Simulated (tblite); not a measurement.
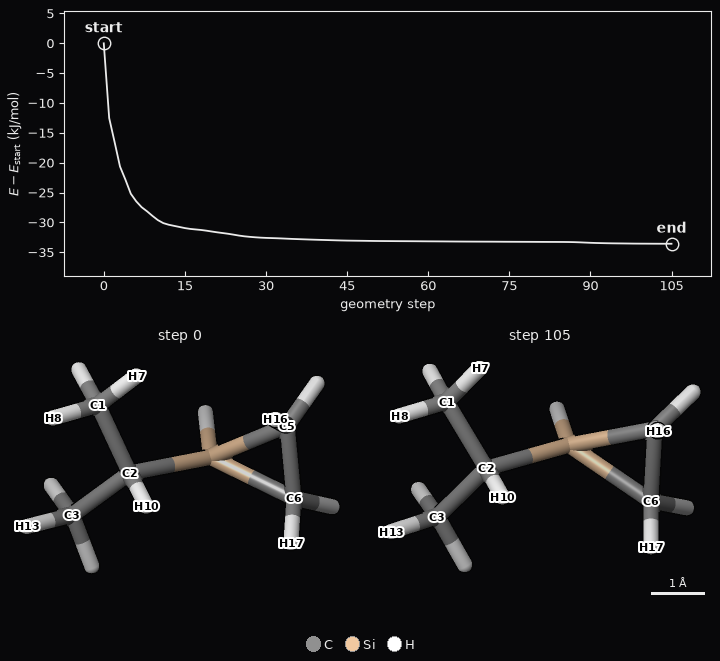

First and last geometry of a relaxation of C5H12Si, with the history of the run. A stick model, seen at a tilt.

Level of theory: GFN2-xTB geometry optimisation, gas phase in tblite 0.8.0. 

Read the history and describe the run.

It converged. The largest move after the best rigid fit is that of an H atom, 0.48 Å. Largest moves by element: H 0.48 Å, Si 0.27 Å, C 0.23 Å. Near-neighbour distances that change, for instance: C–Si 1.820 → 1.883 Å, C–C 1.480 → 1.539 Å, H–Si 1.490 → 1.458 Å, C–Si 1.872 → 1.901 Å. Bond angles that change, for instance: C–Si–H 108.4° → 118.3°, C–Si–C 112.3° → 119.6°, Si–C–H 113.9° → 121.1°. The energy falls by 33.6 kJ/mol in 105 geometry steps. Cost: 1.1 s on 1 thread of Arm Neoverse N1 (shared host).

```
step  E − E(0), kJ/mol
   0              0.00
   1            -12.52
   2            -16.52
   3            -20.63
   4            -22.82
   5            -25.19
   6            -26.46
   7            -27.44
   8            -28.13
   9            -28.90
  10            -29.60
  15            -30.94
  20            -31.52
  25            -32.19
  30            -32.58
  35            -32.76
  40            -32.91
  45            -33.03
  50            -33.10
  55            -33.13
  60            -33.16
  65            -33.19
  70            -33.21
  75            -33.23
  80            -33.25
  85            -33.26
  90            -33.40
  95            -33.50
 100            -33.55
 105            -33.56
```
